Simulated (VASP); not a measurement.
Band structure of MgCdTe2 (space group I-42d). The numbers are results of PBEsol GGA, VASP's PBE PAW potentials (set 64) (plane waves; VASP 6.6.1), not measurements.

Unless said otherwise, spin-orbit coupling is left out, though it shifts the bands of the heavy elements here.

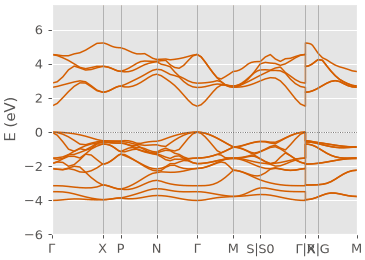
*Bands along high-symmetry lines, zero at the valence-band maximum or, without a gap, the Fermi level*

### Question
Read the plot: is there a gap, and where are the band edges?

### Answer
The gap is direct, 1.51 eV, from the valence maximum at Γ to the conduction minimum at Γ. (Edges off the drawn lines would not show.)

The structure comes from a computed database's MgCdTe2 entry (I-42d); how it stands against other phases isn't given here. It was relaxed first.
